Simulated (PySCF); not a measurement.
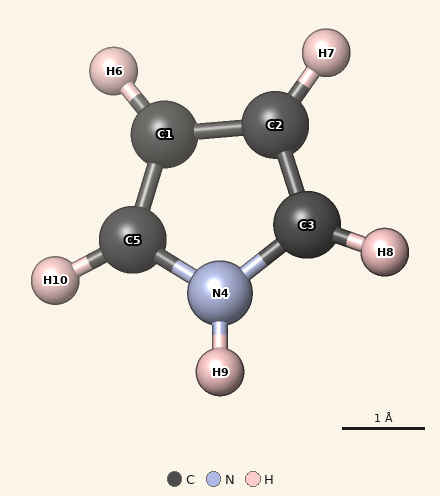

The input geometry of the first run (ball-and-stick view, seen at a tilt; atoms are numbered from 1 in the order of the input).

## C₄H₅N: one change and its effect

System: C₄H₅N, SMILES c1cc[nH]c1.
Method of the first run: GIAO PBE0/cc-pVDZ NMR shielding, non-relativistic, gas phase (PySCF 2.14.0).

The geometry comes from this level: PBE0-D3(BJ)/def2-SVP. Text and figures count atoms from 1; the logs count them from 0 in places.

Input file, the first run:
```
{"job": {"kind": "nmr", "xc": "PBE0", "basis": "cc-pVDZ", "pop": true}, "charge": 0, "multiplicity": 1}
C      0.027631    -1.187220     0.138755
C     -1.113749    -0.398761    -0.172782
C     -0.697583     0.914373    -0.238900
N      0.643601     0.939444     0.019733
C      1.099829    -0.327173     0.251853
H      0.061261    -2.267288     0.267626
H     -2.130472    -0.753151    -0.330868
H     -1.250525     1.826720    -0.451101
H      1.213560     1.772574     0.039189
H      2.146457    -0.519651     0.476766
```

The first line tells a small driver script what to run in PySCF; the rest is the geometry in Å.

Launched with:
```bash
OMP_NUM_THREADS=1 python <driver script> task.json out
```

Hardware: 1 CPU thread, shared host.

Output (the first run):
```
coarse grid: 8512 points
cycle   1  E = -209.8883644248  dE =  9.323e-01  |g| = 3.836e-01  |ddm| = 6.154e+00
cycle   2  E = -209.8575496617  dE =  3.081e-02  |g| = 5.179e-01  |ddm| = 1.524e+00
cycle   3  E = -209.9291245971  dE = -7.157e-02  |g| = 9.412e-02  |ddm| = 8.544e-01
cycle   4  E = -209.9311317852  dE = -2.007e-03  |g| = 2.814e-02  |ddm| = 1.652e-01
cycle   5  E = -209.9313192706  dE = -1.875e-04  |g| = 4.670e-03  |ddm| = 4.099e-02
cycle   6  E = -209.9313233409  dE = -4.070e-06  |g| = 2.203e-03  |ddm| = 8.278e-03
final grid: 82688 points
cycle   7  E = -209.9390220126  dE = -1.995e-05  |g| = 7.882e-03  |ddm| = 5.228e-02
cycle   8  E = -209.9390154686  dE =  6.544e-06  |g| = 9.753e-03  |ddm| = 2.744e-02
cycle   9  E = -209.9390375364  dE = -2.207e-05  |g| = 6.917e-04  |ddm| = 1.420e-02
cycle  10  E = -209.9390376434  dE = -1.071e-07  |g| = 2.321e-04  |ddm| = 1.403e-03
cycle  11  E = -209.9390376540  dE = -1.054e-08  |g| = 5.826e-05  |ddm| = 3.176e-04
cycle  12  E = -209.9390376546  dE = -6.136e-10  |g| = 3.410e-05  |ddm| = 1.240e-04
cycle  13  E = -209.9390376549  dE = -3.029e-10  |g| = 1.023e-06  |ddm| = 4.589e-05
converged SCF energy = -209.9390376549

GIAO shielding tensors (ppm)
atom      isotropic    diamagn.    paramagn.     s11        s22        s33       span
  0 C       88.779     252.403    -163.624     13.792     76.703    175.843    162.050
  1 C       88.781     252.403    -163.622     13.786     76.713    175.844    162.058
  2 C       83.430     256.572    -173.142     12.443     81.284    156.562    144.119
  3 N      115.276     315.969    -200.693     27.787    120.563    197.478    169.691
  4 C       83.431     256.569    -173.138     12.456     81.274    156.563    144.107
  5 H       25.088      30.805      -5.716     22.763     25.976     26.524      3.761
  6 H       25.088      30.805      -5.716     22.764     25.976     26.525      3.761
  7 H       24.822      30.785      -5.963     21.857     25.684     26.923      5.066
  8 H       24.122      30.800      -6.678     18.238     24.157     29.972     11.733
  9 H       24.822      30.785      -5.963     21.858     25.685     26.924      5.066
```

The second run used a changed input.

The two runs side by side:

| quantity | the first run | the second run |
| --- | --- | --- |
| outcome | converged | converged |
| total energy (hartree) | −209.939038 | −209.451796 |
| HOMO (eV) | −5.92 | −6.17 |
| LUMO (eV) | 1.38 | 1.32 |
| dipole moment (D) | 2.03 | 2.04 |
| shielding of C1 (ppm) | 88.8 | 73.7 |
| shielding of C2 (ppm) | 88.8 | 73.7 |
| shielding of C3 (ppm) | 83.4 | 66.9 |
| shielding of N4 (ppm) | 115.3 | 101.5 |
| shielding of C5 (ppm) | 83.4 | 66.9 |
| shielding of H6 (ppm) | 25.1 | 26.7 |
| shielding of H9 (ppm) | 24.1 | 26.5 |
| SCF iterations | 13 | 11 |
| basis functions | 95 | 55 |
| wall time (shared host) | 11 s | 5.8 s |

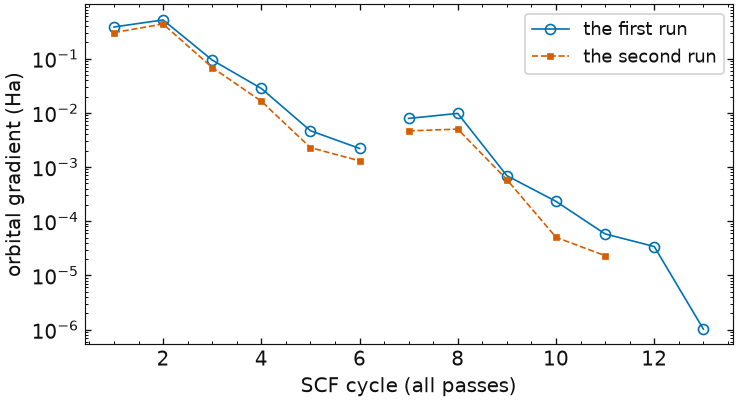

Convergence of the two runs: orbital gradient against the SCF cycle. A break in a curve parts two SCF passes (coarse and final grid). The first run takes 13 cycles in all, and the second run takes 11.

What was changed in the input?

The change (lines with − go, lines with + come):
```diff
-"basis": "cc-pVDZ"
+"basis": "pcSseg-0"
```

The total energy of the second run is 305.7 kcal/mol higher, which measures the change of basis and not a stability. The HOMO goes from −5.92 to −6.17 eV. The LUMO goes from 1.38 to 1.32 eV. Of all shieldings, the largest change is that of C3 and C5, by −16.6 ppm. The SCF takes 11 iterations against 13. The basis functions go from 95 to 55.

Output (the second run):
```
coarse grid: 8512 points
cycle   1  E = -209.4470324893  dE =  8.687e-01  |g| = 3.022e-01  |ddm| = 3.321e+00
cycle   2  E = -209.4233052366  dE =  2.373e-02  |g| = 4.355e-01  |ddm| = 9.137e-01
cycle   3  E = -209.4735542503  dE = -5.025e-02  |g| = 6.851e-02  |ddm| = 5.536e-01
cycle   4  E = -209.4746102913  dE = -1.056e-03  |g| = 1.639e-02  |ddm| = 8.077e-02
cycle   5  E = -209.4746767241  dE = -6.643e-05  |g| = 2.278e-03  |ddm| = 1.993e-02
cycle   6  E = -209.4746776513  dE = -9.271e-07  |g| = 1.301e-03  |ddm| = 3.115e-03
final grid: 82688 points
cycle   7  E = -209.4517911560  dE = -1.396e-05  |g| = 4.641e-03  |ddm| = 1.686e-02
cycle   8  E = -209.4517906508  dE =  5.052e-07  |g| = 5.001e-03  |ddm| = 9.134e-03
cycle   9  E = -209.4517963349  dE = -5.684e-06  |g| = 5.850e-04  |ddm| = 4.633e-03
cycle  10  E = -209.4517964165  dE = -8.164e-08  |g| = 5.045e-05  |ddm| = 5.433e-04
cycle  11  E = -209.4517964171  dE = -5.735e-10  |g| = 2.309e-05  |ddm| = 7.518e-05
converged SCF energy = -209.4517964171

GIAO shielding tensors (ppm)
atom      isotropic    diamagn.    paramagn.     s11        s22        s33       span
  0 C       73.707     259.479    -185.772     -5.308     57.572    168.857    174.165
  1 C       73.708     259.482    -185.773     -5.316     57.582    168.859    174.175
  2 C       66.871     256.661    -189.789     -9.384     64.766    145.232    154.615
  3 N      101.521     337.784    -236.263     10.746    102.507    191.310    180.563
  4 C       66.873     256.656    -189.784     -9.371     64.755    145.233    154.604
  5 H       26.747      29.440      -2.693     24.661     26.482     29.098      4.437
  6 H       26.747      29.441      -2.693     24.661     26.482     29.098      4.437
  7 H       26.437      29.520      -3.082     24.050     26.125     29.138      5.088
  8 H       26.459      32.533      -6.074     21.187     24.889     33.300     12.114
  9 H       26.438      29.520      -3.081     24.051     26.125     29.139      5.088
```
